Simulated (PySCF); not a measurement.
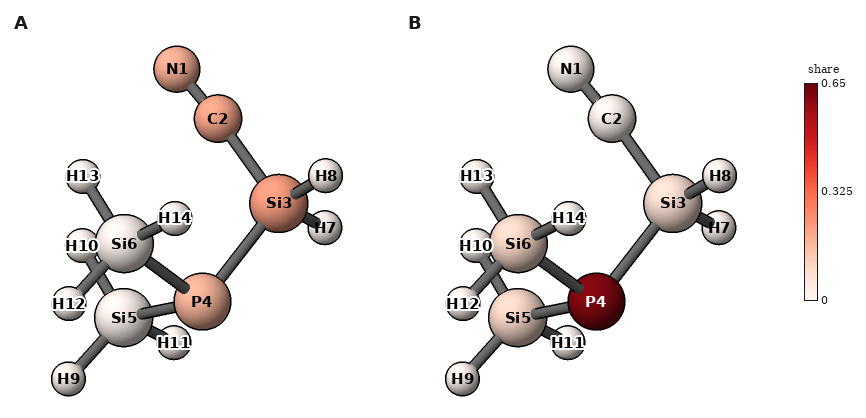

Each panel colours the atoms by their Löwdin share in one orbital (up to four of the largest shares; other atoms are shown as zero). Computed geometry: GFN2-xTB optimisation. No frequency run is at hand to confirm it as a minimum. Computed with PBE0/def2-SVPD (PySCF 2.14.0).

> The panels show the HOMO, LUMO, in some order. Which is which?

A: LUMO, −0.89 eV; Si3 0.21, C2 0.20, N1 0.18, P4 0.17
B: HOMO, −7.49 eV; P4 0.61, Si5 0.09, Si6 0.09, Si3 0.07

The geometry is semi-empirical. Around P, Si such bond lengths and angles can be off by a tenth of an ångström or more and by several degrees, and values that hang on the shape move with them.
